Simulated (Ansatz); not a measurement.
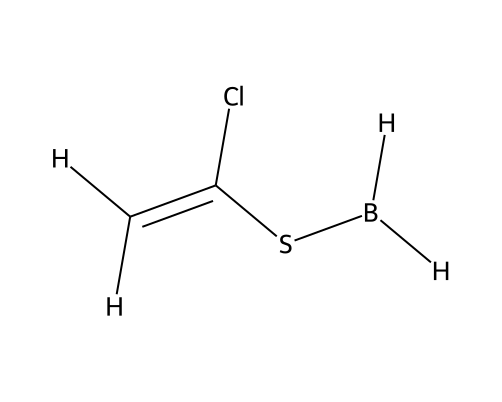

**Write the SMILES.**

BSC(=C)Cl

**Give the formula, hydrogens included.**

C2H4BClS.

The parts below concern this one geometry. Atoms keep their numbers from picture to picture. Computed geometry: PBE0-D4/def2-TZVP optimisation.

## Geometry

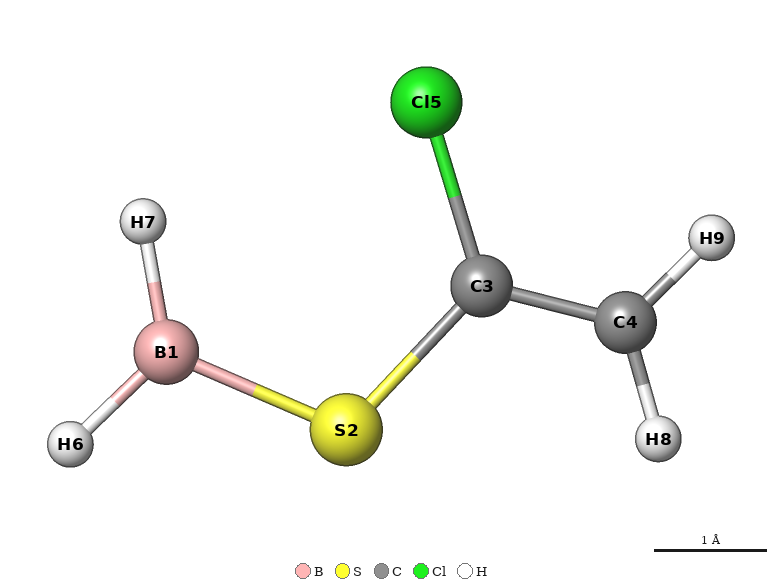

Atoms carry their numbers in the input.

Estimate the angles S2–B1–H6, S2–B1–H7, B1–S2–C3, S2–C3–C4, S2–C3–Cl5, C4–C3–Cl5, C3–C4–H8, C3–C4–H9.

```tsv
angle	degrees
S2–B1–H6	112.7
S2–B1–H7	123.4
B1–S2–C3	109.9
S2–C3–C4	119.0
S2–C3–Cl5	119.9
C4–C3–Cl5	121.0
C3–C4–H8	120.0
C3–C4–H9	121.2
```

## Levels of theory compared

Program: Ansatz 0.2.0.

Compare HOMO energy (eV) at these levels: BHLYP-D4/def2-TZVPP; BLYP-D4/def2-TZVPP; CAM-B3LYP-D4/def2-TZVPP; PBE-D4/def2-TZVPP; PBE0-D4/def2-QZVPP; PBE0-D4/def2-SVP; r2SCAN-D4/def2-TZVPP; r2SCAN0-D4/def2-TZVPP; ωB97M-V/def2-SVP.

```tsv
level	HOMO energy (eV)
BHLYP-D4/def2-TZVPP	−8.24
BLYP-D4/def2-TZVPP	−6.16
CAM-B3LYP-D4/def2-TZVPP	−8.60
PBE-D4/def2-TZVPP	−6.35
PBE0-D4/def2-QZVPP	−7.40
PBE0-D4/def2-SVP	−7.33
r2SCAN-D4/def2-TZVPP	−6.53
r2SCAN0-D4/def2-TZVPP	−7.50
ωB97M-V/def2-SVP	−9.38
```

## Charges

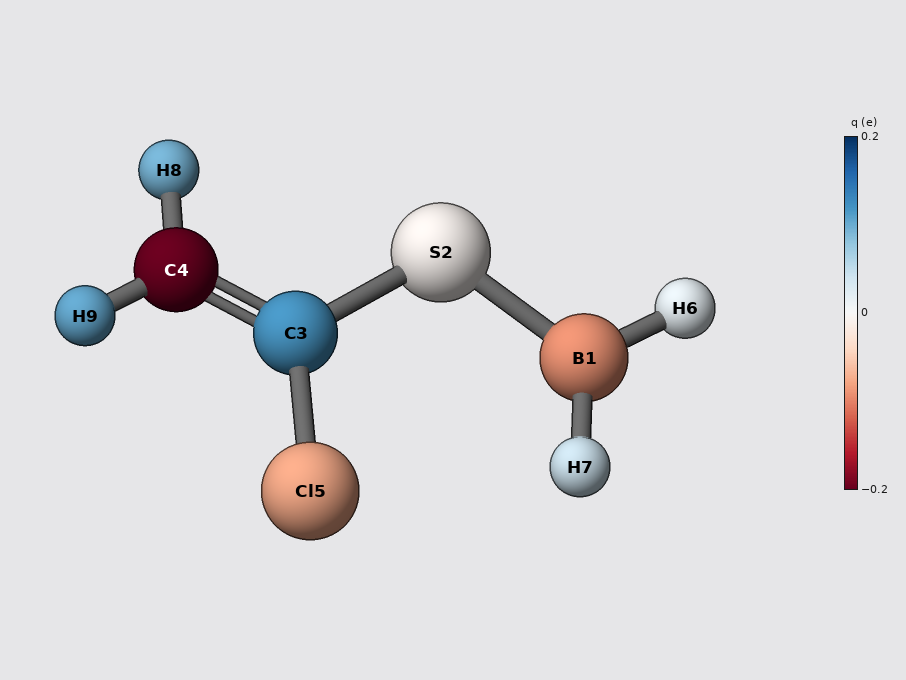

Atoms are coloured by their Mulliken charges. Level of theory: RKS r2SCAN-D4/def2-TZVPP (Ansatz 0.2.0).

**Which atom carries the highest charge (most positive or least negative)?**

C3 (0.12 e).

**And the lowest?**

C4 (−0.20 e).

Give the Mulliken charges atom by atom.

```csv
atom,value (e)
B1,−0.09
S2,−0.01
C3,0.12
C4,−0.20
Cl5,−0.08
H6,0.02
H7,0.04
H8,0.09
H9,0.10
```

## Vibrations

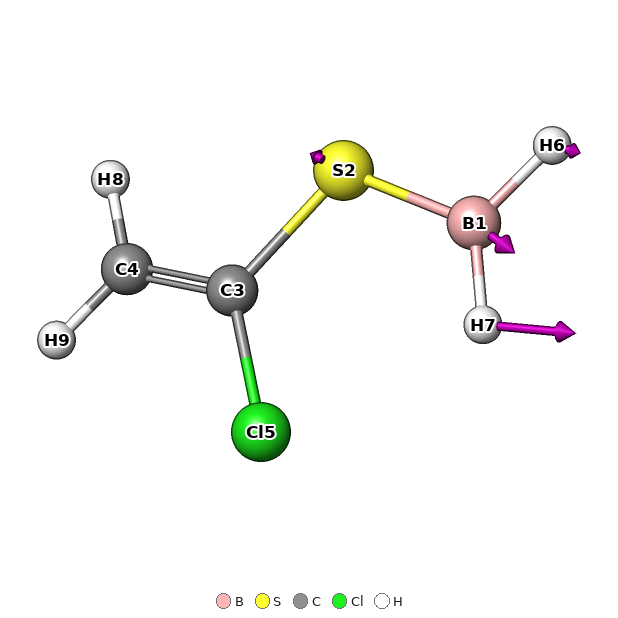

The arrows show one normal mode. Harmonic vibrations computed with RKS PBE0-D4/def2-TZVP (Ansatz 0.2.0) at a stationary point of the same level.

**Estimate its harmonic wavenumber.**

843 cm⁻¹; it is mode 11 of 21 counted from the lowest.

Mulliken values depend strongly on the basis set and can even reverse the polarity of a bond.
